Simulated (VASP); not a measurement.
# CdS (Greenockite): cell size against the level of theory, part 2 of 3

Which functional gives the lattice of CdS (Greenockite) as experiment finds it, and is a dearer one worth its cost? The start is a cell from a database of measured crystal structures.

VASP 6.6.1, plane waves and PAW; the level of theory is named at each step.

So far. Step 2 (Relaxation with LDA): It ends with forces under 0.001 eV/Å and a pressure of 0.00 GPa. The volume lies -4.1 % from that of the database's start, which holds the thermal and zero-point expansion of its experiment. LDA is known to overbind. The conventional cell has a = 4.087 and c = 6.664 Å.

The database entry behind the starting cell differs from later determinations by our own check (about 0.35 % long), so it need not match the best structure at ambient conditions.

### Step 3. Relaxation with PBE

This step: PBE; plane waves and PAW (Cd, S) (VASP 6.6.1).

PBE, the usual starting point, adds the gradient of the density.

File INCAR:

```
SYSTEM = CdS
PREC = Accurate
ENCUT = 520
EDIFF = 1E-06
NELM = 100
ISMEAR = -1
SIGMA = 0.05
LREAL = .FALSE.
ALGO = Normal
GGA = PE
NBANDS = 24
LORBIT = 11
LWAVE = .FALSE.
LCHARG = .FALSE.
KPAR = 4
IBRION = 2
NSW = 60
ISIF = 3
EDIFFG = -0.01
```

File POSCAR:

```
CdS
1.0
    4.1500000000      0.0000000000      0.0000000000
   -2.0750000000      3.5940054257      0.0000000000
    0.0000000000      0.0000000000      6.7370000000
Cd S
2 2
Direct
    0.3333333333      0.6666666667      0.0000000000
    0.6666666667      0.3333333333      0.5000000000
    0.3333333333      0.6666666667      0.3750000000
    0.6666666667      0.3333333333      0.8750000000
```

File KPOINTS:

```
Automatic mesh
0
Gamma
7 7 4
0 0 0
```

PAW data sets: Cd and S (PBE family, release 64).

On the command line:

```
> mpirun -np 4 vasp_std
```

The program printed:

```text
[banner, memory and clock lines left out]
running    4 mpi-ranks, on    1 nodes
 distrk:  each k-point on    1 cores,    4 groups
 distr:  one band on    1 cores,    1 groups

 POSCAR found type information on POSCAR CdS
 POSCAR found :  2 types and       4 ions
 LDA part: xc-table for (Slater+PW92), standard interpolation
 POSCAR, INCAR and KPOINTS ok, starting setup
 FFT: planning ... GRIDC
 FFT: planning ... GRID_SOFT
 FFT: planning ... GRID
 WAVECAR not read
 entering main loop
       N       E                     dE             d eps       ncg     rms          rms(c)
DAV:   1     0.249844306138E+03    0.24984E+03   -0.17814E+04  1152   0.138E+03
DAV:   2    -0.707313741381E+00   -0.25055E+03   -0.24335E+03  1352   0.338E+02
DAV:   3    -0.132351985832E+02   -0.12528E+02   -0.12487E+02  1440   0.772E+01
DAV:   4    -0.133534827682E+02   -0.11828E+00   -0.11826E+00  1360   0.741E+00
DAV:   5    -0.133556927936E+02   -0.22100E-02   -0.22099E-02  1480   0.959E-01    0.112E+01
DAV:   6    -0.122881599508E+02    0.10675E+01   -0.22177E+00  1512   0.154E+01    0.884E+00
DAV:   7    -0.122710980898E+02    0.17062E-01   -0.80769E-01  1344   0.497E+00    0.399E+00
DAV:   8    -0.122674866960E+02    0.36114E-02   -0.10678E-01  1288   0.335E+00    0.546E-01
DAV:   9    -0.122658479521E+02    0.16387E-02   -0.18843E-02  1456   0.175E+00    0.164E-01
DAV:  10    -0.122660263810E+02   -0.17843E-03   -0.14953E-03  1336   0.405E-01    0.117E-01
DAV:  11    -0.122661245485E+02   -0.98168E-04   -0.20948E-04  1432   0.101E-01    0.105E-01
DAV:  12    -0.122661716062E+02   -0.47058E-04   -0.15467E-04  1248   0.659E-02    0.247E-02
DAV:  13    -0.122661753951E+02   -0.37889E-05   -0.15191E-05  1448   0.292E-02    0.690E-03
DAV:  14    -0.122661760822E+02   -0.68711E-06   -0.30454E-06  1072   0.171E-02
   1 F= -.12266176E+02 E0= -.12266176E+02  d E =-.122662E+02
 curvature:   0.00 expect dE= 0.000E+00 dE for cont linesearch  0.000E+00
 trial: gam= 0.00000 g(F)=  0.931E-03 g(S)=  0.841E-01 ort = 0.000E+00 (trialstep = 0.100E+01)
 search vector abs. value=  0.850E-01
 bond charge predicted
       N       E                     dE             d eps       ncg     rms          rms(c)
DAV:   1    -0.132476459968E+02   -0.98147E+00   -0.21584E+01  1168   0.488E+01    0.846E+00
DAV:   2    -0.124094218832E+02    0.83822E+00   -0.20962E+00  1264   0.178E+01    0.298E+00
DAV:   3    -0.123155437715E+02    0.93878E-01   -0.21448E-01  1280   0.414E+00    0.263E+00
DAV:   4    -0.122968790256E+02    0.18665E-01   -0.20427E-02  1232   0.984E-01    0.716E-01
DAV:   5    -0.122948946312E+02    0.19844E-02   -0.52364E-03  1424   0.728E-01    0.145E-01
DAV:   6    -0.122949736754E+02   -0.79044E-04   -0.71661E-04  1208   0.248E-01    0.756E-02
DAV:   7    -0.122949902245E+02   -0.16549E-04   -0.31383E-05  1384   0.338E-02    0.219E-02
DAV:   8    -0.122949875804E+02    0.26441E-05   -0.54997E-06  1352   0.258E-02    0.853E-03
DAV:   9    -0.122949882384E+02   -0.65799E-06   -0.57571E-07   928   0.495E-03
   2 F= -.12294988E+02 E0= -.12294988E+02  d E =-.288122E-01
[...]
3 F= -.12297883E+02 E0= -.12297883E+02  d E =-.317069E-01
[...]
4 F= -.12297869E+02 E0= -.12297869E+02  d E =-.316928E-01
 curvature:  -0.38 expect dE=-0.202E-04 dE for cont linesearch -0.563E-06
 ZBRENT: accuracy reached
 trial: gam=-0.00355 g(F)=  0.477E-04 g(S)=  0.549E-05 ort = 0.355E-03 (trialstep = 0.949E+00)
 search vector abs. value=  0.517E-04
 bond charge predicted
       N       E                     dE             d eps       ncg     rms          rms(c)
DAV:   1    -0.122979041264E+02   -0.35869E-04   -0.12525E-02  1160   0.681E-01    0.488E-02
DAV:   2    -0.122979047787E+02   -0.65233E-06   -0.20373E-04  1368   0.102E-01    0.164E-02
DAV:   3    -0.122979009861E+02    0.37926E-05   -0.55462E-06  1328   0.188E-02    0.107E-02
DAV:   4    -0.122979000270E+02    0.95907E-06   -0.30466E-06  1160   0.132E-02
   5 F= -.12297900E+02 E0= -.12297900E+02  d E =-.311800E-04
 trial-energy change:   -0.000031  1 .order   -0.000032   -0.000049   -0.000015
 step:   1.3838(harm=  1.3838)  dis= 0.00103  next Energy=   -12.297905 (dE=-0.359E-04)
 reached required accuracy - stopping structural energy minimisation
```

Elapsed: 21 s, on 4 MPI ranks of Intel Xeon 6975P-C (Granite Rapids), shared host; peak memory 0.93 GiB; 78 s of CPU time.

Parts of OUTCAR (step 3):

```text
 Found     24 irreducible k-points:

   NELECT =      36.0000    total number of electrons

 E-fermi :   1.4591

 k-point     1 :       0.0000    0.0000    0.0000
  band No.  band energies     occupation
    ...
     14       0.1897      2.00000
     15       0.1897      2.00000
     16       0.8344      1.99999
     17       0.8777      1.99998
     18       0.8777      1.99998
     19       1.9762      0.00006
     20       3.6179      0.00000
     21       7.3631      0.00000
     22       7.3631      0.00000
     23       7.6416      0.00000
    ...

 k-point     2 :       0.1429   -0.0000    0.0000
  band No.  band energies     occupation
    ...
     14      -0.5248      2.00000
     15      -0.0834      2.00000
     16      -0.0311      2.00000
     17       0.7013      2.00000
     18       0.7488      2.00000
     19       2.9098      0.00000
     20       4.2901      0.00000
     21       6.7792      0.00000
     22       7.6347      0.00000
     23       7.7588      0.00000
    ...

  Total        0.0342721      0.0342721      0.0280949      0.0000000      0.0000000      0.0000000
  in kB        0.5248198      0.5248198      0.4302258      0.0000000      0.0000000      0.0000000
  external PRESSURE =       0.4932884 kB  Pullay stress =       0.0000000 kB

  energy-cutoff  :      520.00
  volume of cell :      104.63
      direct lattice vectors                 reciprocal lattice vectors
     4.200746203  0.000000000  0.000000000     0.238052944  0.137439931 -0.000000000
    -2.100373102  3.637952927 -0.000000000     0.000000000  0.274879862  0.000000000
     0.000000000  0.000000000  6.846324949    -0.000000000  0.000000000  0.146063765

 POSITION                                       TOTAL-FORCE (eV/Angst)
 -----------------------------------------------------------------------------------
     -0.00000      2.42530      6.84306        -0.000000     -0.000000     -0.007551
      2.10037      1.21265      3.41989        -0.000000      0.000000     -0.007551
     -0.00000      2.42530      2.57064         0.000000     -0.000000      0.007551
      2.10037      1.21265      5.99380         0.000000      0.000000      0.007551
 -----------------------------------------------------------------------------------
    total drift:                               -0.000000      0.000000     -0.000180

  FREE ENERGIE OF THE ION-ELECTRON SYSTEM (eV)
  ---------------------------------------------------
  free  energy   TOTEN  =       -12.2979000270 eV

  energy  without entropy=      -12.2978996162  energy(sigma->0) =      -12.29789982

 total charge
# of ion       s       p       d       tot
------------------------------------------
    1        0.415   0.296   9.565  10.276
    2        0.415   0.296   9.565  10.276
    3        1.325   2.382   0.000   3.707
    4        1.325   2.382   0.000   3.707
--------------------------------------------------
tot          3.481   5.355  19.129  27.965

[... 9 parts as in an earlier step ...]

[... 5 further parts left out ...]
```

CONTCAR:

```
CdS
   1.00000000000000
     4.2007462031312546    0.0000000000000000    0.0000000000000000
    -2.1003731015656273    3.6379529267570723   -0.0000000000000000
     0.0000000000000000    0.0000000000000000    6.8463249489178137
  Cd              S
     2     2
Direct
     0.3333333332999970    0.6666666667000030    0.9995227393255802
     0.6666666667000030    0.3333333332999970    0.4995227393255802
     0.3333333332999970    0.6666666667000030    0.3754772606744198
     0.6666666667000030    0.3333333332999970    0.8754772606744198
```

Relaxation path:

```tsv
step	energy less that of the first step (eV)	largest force (eV/Å)	pressure (GPa)	volume (Å³)
1	0.0000	0.0695	2.41	100.48
2	-0.0288	0.0022	-0.68	106.08
3	-0.0317	0.0147	-0.01	104.73
4	-0.0317	0.0157	0.00	104.64
5	-0.0317	0.0076	0.05	104.63
```

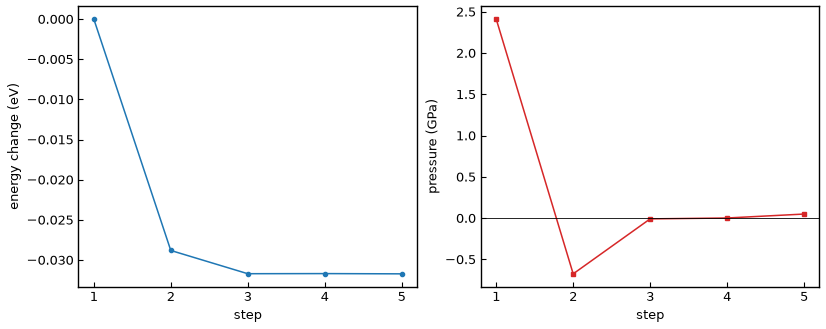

Energy and pressure along the relaxation.

```tsv
conventional cell, symmetrised	before	after	change
a (Å)	4.150	4.201	+1.2 %
b (Å)	4.150	4.201	+1.2 %
c (Å)	6.737	6.846	+1.6 %
volume (Å³/atom)	25.12	26.16	+4.1 %
```

The relaxed structure:

```
Cd S
1.0
     4.20075    0.00000    0.00000
    -2.10037    3.63795    0.00000
     0.00000    0.00000    6.84632
Cd S
2 2
Direct
  0.33333 0.66667 0.99952
  0.66667 0.33333 0.49952
  0.33333 0.66667 0.37548
  0.66667 0.33333 0.87548
```

Numbers from this step:

```yaml
free_energy_toten: -12.30 eV
fermi_energy: 1.459 eV
pressure: 0.04933 GPa
scf_cycles_over_all_ionic_steps: 38
gap_on_the_k_mesh: 1.099 eV
least_direct_gap_on_the_k_mesh: 1.099 eV
```

It ends at 26.16 Å³/atom, +4.1 % from the start, with 0.05 GPa left. The conventional cell has a = 4.201 and c = 6.846 Å.

### Step 4. Relaxation with r2SCAN

This step: r2SCAN; plane waves and PAW (Cd, S) (VASP 6.6.1).

r2SCAN adds the kinetic-energy density, costs more than a GGA and is run with LASPH.

INCAR: that of step 3 with these lines changed.

```diff
@@ -9,3 +9,4 @@
 ALGO = Normal
-GGA = PE
+METAGGA = R2SCAN
+LASPH = .TRUE.
 NBANDS = 24
```

POSCAR is that of step 3.

KPOINTS is that of step 3.

On the command line:

```
> mpirun -np 4 vasp_std
```

The program printed:

```text
[banner, memory and clock lines left out]
running    4 mpi-ranks, on    1 nodes
[...]
[... a notice as in an earlier step ...]

 LDA part: xc-table for (None), standard interpolation
 POSCAR, INCAR and KPOINTS ok, starting setup
[...]
entering main loop
       N       E                     dE             d eps       ncg     rms          rms(c)
DAV:   1     0.199335950124E+03    0.19934E+03   -0.18126E+04  1152   0.141E+03
DAV:   2    -0.568124411874E+02   -0.25615E+03   -0.24853E+03  1352   0.343E+02
DAV:   3    -0.696203401057E+02   -0.12808E+02   -0.12766E+02  1440   0.793E+01
DAV:   4    -0.697365096855E+02   -0.11617E+00   -0.11615E+00  1368   0.750E+00
[...]
DAV:  12    -0.593762081755E+02   -0.29463E-04   -0.12999E-04  1416   0.149E-01    0.587E-02
DAV:  13    -0.593762215913E+02   -0.13416E-04   -0.80357E-05  1336   0.608E-02    0.225E-02
DAV:  14    -0.593762210313E+02    0.55994E-06   -0.63018E-06  1392   0.306E-02
   1 F= -.59376221E+02 E0= -.59376221E+02  d E =-.593762E+02
[... from here on, the cycles between the ionic steps are left out ...]
   2 F= -.59381242E+02 E0= -.59381242E+02  d E =-.502105E-02
   3 F= -.59382130E+02 E0= -.59382130E+02  d E =-.590850E-02
   4 F= -.59382128E+02 E0= -.59382128E+02  d E =-.590656E-02
   5 F= -.59382185E+02 E0= -.59382185E+02  d E =-.572565E-04
 trial-energy change:   -0.000057  1 .order   -0.000058   -0.000088   -0.000028
 step:   1.3874(harm=  1.3874)  dis= 0.00140  next Energy=   -59.382192 (dE=-0.644E-04)
 reached required accuracy - stopping structural energy minimisation
```

Run time: 70 s. Hardware: 4 MPI ranks; peak memory 1 GiB; 4.6 min of CPU time.

OUTCAR, selected parts (step 4):

```text
  Total        0.0032967      0.0032967     -0.0381480      0.0000000      0.0000000      0.0000000
  in kB        0.0517155      0.0517155     -0.5984218      0.0000000      0.0000000      0.0000000
  external PRESSURE =      -0.1649969 kB  Pullay stress =       0.0000000 kB

 POSITION                                       TOTAL-FORCE (eV/Angst)
 -----------------------------------------------------------------------------------
     -0.00000      2.40612      6.78676        -0.000000     -0.000000     -0.008333
      2.08376      1.20306      3.39161        -0.000000     -0.000000     -0.008333
     -0.00000      2.40612      2.54990         0.000000      0.000000      0.008333
      2.08376      1.20306      5.94506         0.000000      0.000000      0.008333
 -----------------------------------------------------------------------------------
    total drift:                               -0.000000      0.000000     -0.007556

  FREE ENERGIE OF THE ION-ELECTRON SYSTEM (eV)
  ---------------------------------------------------
  free  energy   TOTEN  =       -59.3821848499 eV

  energy  without entropy=      -59.3821848465  energy(sigma->0) =      -59.38218485

[... 2 parts as in an earlier step ...]

[... 2 further parts left out ...]
[key lines of the parts left out:]
E-fermi :   1.6414
```

The PAW data sets were made with PBE, which is usual practice but a small mismatch for other functionals.

The steps of the relaxation:

```tsv
step	energy less that of the first step (eV)	largest force (eV/Å)	pressure (GPa)	volume (Å³)
1	0.0000	0.0726	1.01	100.48
2	-0.0050	0.0023	-0.40	102.81
3	-0.0059	0.0205	-0.02	102.14
4	-0.0059	0.0194	-0.04	102.18
5	-0.0060	0.0083	-0.02	102.14
```

```tsv
conventional cell, symmetrised	before	after	change
a (Å)	4.150	4.168	+0.4 %
b (Å)	4.150	4.168	+0.4 %
c (Å)	6.737	6.790	+0.8 %
volume (Å³/atom)	25.12	25.53	+1.6 %
```

The relaxed structure:

```xyz
4
Lattice="4.1675 0.0000 0.0000 -2.0838 3.6092 0.0000 0.0000 0.0000 6.7903" Properties=species:S:1:pos:R:3 pbc="T T T"
Cd    0.0000    2.4061   -0.0035
Cd    2.0838    1.2031    3.3916
S     0.0000    2.4061    2.5499
S     2.0838    1.2031    5.9451
```

It ends at 25.53 Å³/atom, +1.6 % from the start, with -0.02 GPa left. The conventional cell has a = 4.168 and c = 6.790 Å.

### Step 5. Relaxation with PBE + D3(BJ)

This step: PBE with D3(BJ); plane waves and PAW (Cd, S) (VASP 6.6.1).

A dispersion term adds the long-range attraction that semilocal functionals lack. D3 with Becke-Johnson damping keeps a finite attraction at short range.

INCAR: that of step 4 with these lines changed.

```diff
@@ -9,4 +9,4 @@
 ALGO = Normal
-METAGGA = R2SCAN
-LASPH = .TRUE.
+GGA = PE
+IVDW = 12
 NBANDS = 24
```

POSCAR is that of step 4.

KPOINTS is that of step 4.

On the command line:

```
> mpirun -np 4 vasp_std
```

The program printed:

```text
[... set-up lines as in an earlier step ...]
 entering main loop
       N       E                     dE             d eps       ncg     rms          rms(c)
[... 14 cycles as in an earlier step ...]
   1 F= -.13475358E+02 E0= -.13475358E+02  d E =-.134754E+02
[...]
N       E                     dE             d eps       ncg     rms          rms(c)
DAV:   1    -0.122891803380E+02   -0.23005E-01   -0.71780E-01  1160   0.674E+00    0.940E-01
DAV:   2    -0.122775771747E+02    0.11603E-01   -0.40891E-02  1352   0.222E+00    0.360E-01
DAV:   3    -0.122756250828E+02    0.19521E-02   -0.35794E-03  1336   0.491E-01    0.275E-01
DAV:   4    -0.122750880772E+02    0.53701E-03   -0.79357E-04  1368   0.212E-01    0.552E-02
DAV:   5    -0.122750623748E+02    0.25702E-04   -0.12990E-04  1368   0.115E-01    0.323E-02
DAV:   6    -0.122750618097E+02    0.56514E-06   -0.13729E-05  1384   0.288E-02    0.169E-02
DAV:   7    -0.122750617547E+02    0.54987E-07   -0.15711E-06   816   0.136E-02
   2 F= -.13476636E+02 E0= -.13476636E+02  d E =-.127801E-02
 trial-energy change:   -0.001278  1 .order   -0.001281   -0.003223    0.000662
 step:   0.8296(harm=  0.8296)  dis= 0.00270  next Energy=   -13.476695 (dE=-0.134E-02)
[...]
N       E                     dE             d eps       ncg     rms          rms(c)
DAV:   1    -0.122742329631E+02    0.82885E-03   -0.20659E-02  1152   0.114E+00    0.159E-01
DAV:   2    -0.122738878131E+02    0.34515E-03   -0.11878E-03  1368   0.376E-01    0.598E-02
DAV:   3    -0.122738327604E+02    0.55053E-04   -0.10756E-04  1344   0.842E-02    0.453E-02
DAV:   4    -0.122738228862E+02    0.98742E-05   -0.22109E-05  1360   0.355E-02    0.939E-03
DAV:   5    -0.122738232396E+02   -0.35346E-06   -0.36201E-06  1176   0.198E-02
   3 F= -.13476690E+02 E0= -.13476690E+02  d E =-.133152E-02
[...]
reached required accuracy - stopping structural energy minimisation
```

It took 14 s on 4 MPI ranks; peak memory 0.98 GiB; 53 s of CPU time.

Parts of OUTCAR (step 5):

```text
 Edisp (eV)   -1.20157

 Edisp (eV)   -1.20287

  Total      -0.00779    -0.00779    -0.00765     0.00000     0.00000     0.00000
  in kB      -0.12364    -0.12364    -0.12136     0.00000     0.00000     0.00000
  external pressure =       -0.12 kB  Pullay stress =        0.00 kB

 POSITION                                       TOTAL-FORCE (eV/Angst)
 -----------------------------------------------------------------------------------
     -0.00000      2.39634      6.76399        -0.000000     -0.000000     -0.005939
      2.07529      1.19817      3.38064        -0.000000      0.000000     -0.005939
     -0.00000      2.39634      2.54023         0.000000      0.000000      0.005939
      2.07529      1.19817      5.92358         0.000000      0.000000      0.005939
 -----------------------------------------------------------------------------------
    total drift:                               -0.000000     -0.000000     -0.001012

  FREE ENERGIE OF THE ION-ELECTRON SYSTEM (eV)
  ---------------------------------------------------
  free  energy   TOTEN  =       -13.4766896104 eV

  energy  without entropy=      -13.4766894299  energy(sigma->0) =      -13.47668952

[... 2 parts as in an earlier step ...]

[... 2 further parts left out ...]
[key lines of the parts left out:]
E-fermi :   1.7916
```

Relaxation path:

```tsv
step	energy less that of the first step (eV)	largest force (eV/Å)	pressure (GPa)	volume (Å³)
1	0.0000	0.0674	0.25	100.48
2	-0.0013	0.0061	-0.09	101.05
3	-0.0013	0.0059	-0.01	100.95
```

```tsv
conventional cell, symmetrised	before	after	change
a (Å)	4.150	4.151	+0.0 %
b (Å)	4.150	4.151	+0.0 %
c (Å)	6.737	6.767	+0.4 %
volume (Å³/atom)	25.12	25.24	+0.5 %
```

Final coordinates:

```cif
data_structure
_symmetry_space_group_name_H-M 'P 1'
_symmetry_Int_Tables_number 1
_cell_length_a 4.1506
_cell_length_b 4.1506
_cell_length_c 6.7667
_cell_angle_alpha 90.000
_cell_angle_beta 90.000
_cell_angle_gamma 120.000
_cell_volume 100.95
loop_
_atom_site_label
_atom_site_type_symbol
_atom_site_fract_x
_atom_site_fract_y
_atom_site_fract_z
_atom_site_occupancy
Cd1 Cd 0.33333 0.66667 0.99960 1
Cd2 Cd 0.66667 0.33333 0.49960 1
S3 S 0.33333 0.66667 0.37540 1
S4 S 0.66667 0.33333 0.87540 1
```

It ends at 25.24 Å³/atom, +0.5 % from the start, with -0.01 GPa left. The conventional cell has a = 4.151 and c = 6.767 Å. Against plain PBE, the dispersion term moves a by -1.2 % and c by -1.2 %.

(Continued in part 3 of 3.)

[Lines on the potential files, build, host, timing and source positions are cut from VASP's logs without a mark.]

[Logs are printed without paths, hosts, clocks, repeated set-up lines and the standing remarks that a program may print on its own settings, such as how far it seeks lower states.]

[Hosts, paths, dates, database ids (printed as entryN), source tags and the programs' standing remarks are cut or masked in the printed files.]

[Measured values are set beside computed ones only where the two were judged alike; some that the calculation misses by far are left out.]
